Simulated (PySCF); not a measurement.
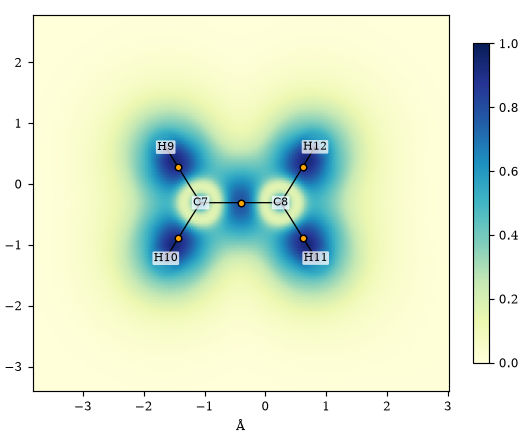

C3H8O, SMILES `CO.C=C`. Localised orbital locator (LOL) in the plane of C7, C8, H9, H10, H11 and H12, with bond paths and bond critical points (dots).

PySCF calculation, r2SCAN/6-31+G*, gas phase; geometry: an unrelaxed start of a pair search.

Cartesian coordinates (Å):

```
C1      -2.3968    0.4396    0.2024
O2      -1.7000   -0.7196   -0.1857
H3      -3.3753    0.3887   -0.2737
H4      -1.8848    1.3482   -0.1331
H5      -2.5328    0.4869    1.2888
H6      -0.8441   -0.7354    0.2550
C7       2.7574   -0.1936    0.3016
C8       1.8182    0.3967   -0.4085
H9       3.4346    0.3619    0.9293
H10      2.9010   -1.2617    0.2841
H11      1.1457   -0.1548   -1.0461
H12      1.6836    1.4664   -0.3916
```

> Rank the bonds in the plane by LOL at their critical points.

C7–H9: about 0.90; C7–H10: about 0.90; C8–H11: about 0.90; C8–H12: about 0.90; C7–C8: about 0.78. Values above 0.5 mark slow, localised electrons, as in shared pairs; low values at a critical point mark a polar or closed-shell contact whose critical point lies between the shells.

> Where along C8–H11 does the critical point lie?

0.69 Å from C8 and 0.39 Å from H11.

Run time: 19 s on 1 thread of Arm Neoverse V2, with other jobs on the host, peak memory 0.41 GiB.
